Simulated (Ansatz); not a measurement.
Relaxed BN (wurtzite):

```yaml
crystal:
  lattice:
    - [5.08794, 0.00000, 0.00000]
    - [-1.27198, 2.20314, 0.00000]
    - [0.00000, 0.00000, 4.20774]
  atoms:
    - { symbol: B, position: [0.33333, 0.33333, 0.99990] }
    - { symbol: B, position: [0.83333, 0.33333, 0.99990] }
    - { symbol: B, position: [0.16667, 0.66667, 0.49990] }
    - { symbol: B, position: [0.66667, 0.66667, 0.49990] }
    - { symbol: N, position: [0.33333, 0.33333, 0.62530] }
    - { symbol: N, position: [0.83333, 0.33333, 0.62530] }
    - { symbol: N, position: [0.16667, 0.66667, 0.12530] }
    - { symbol: N, position: [0.66667, 0.66667, 0.12530] }
```

A phonon eigenvector at M = (0.5, 0.0, 0.0) is frozen into this cell: atom i moves by Q times the vector below, so Q is the largest atomic displacement, in Å. The cell is held. (q is in reciprocal vectors of the primitive cell; the cell shown is doubled to hold the pattern.)

| atom | x | y | z |
|---|---|---|---|
| B1 | 0.805 | 0.465 | -0.369 |
| B2 | -0.805 | -0.465 | 0.369 |
| B3 | 0.805 | 0.465 | 0.369 |
| B4 | -0.805 | -0.465 | -0.369 |
| N5 | -0.592 | -0.342 | -0.054 |
| N6 | 0.592 | 0.342 | 0.054 |
| N7 | -0.592 | -0.342 | 0.054 |
| N8 | 0.592 | 0.342 | -0.054 |

Level of theory: r2SCAN (plane waves to 500 eV, PAW, scalar-relativistic; Ansatz, a program for electronic structure). k mesh 15×15×8 (Γ-centred), Fermi-Dirac smearing 0.05 eV. E stands for the smeared free energy. BN was relaxed with its symmetry unable to fall. The zero of ΔE is the undisplaced structure.

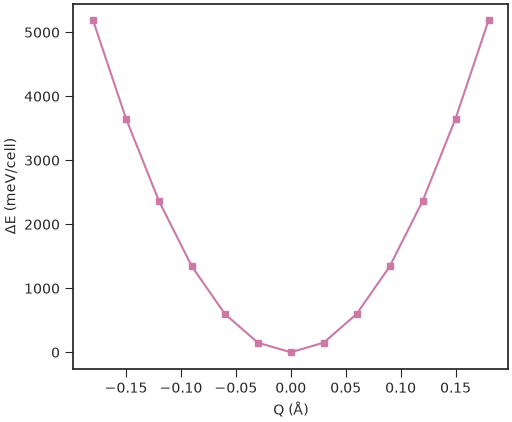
Figure: ΔE (meV/cell) against Q (Å); markers are the computed points, lines only join them.

**Question.** What is the energy change at Q = 0.180 Å?

**Answer.** About 5200 meV/cell.

**Question.** What harmonic wavenumber does the curvature at Q = 0 give?

**Answer.** About 1100 cm⁻¹.

(For displaced atoms, the force is minus the slope of the energy, and its curvature is a force constant, which sets phonon frequencies.)
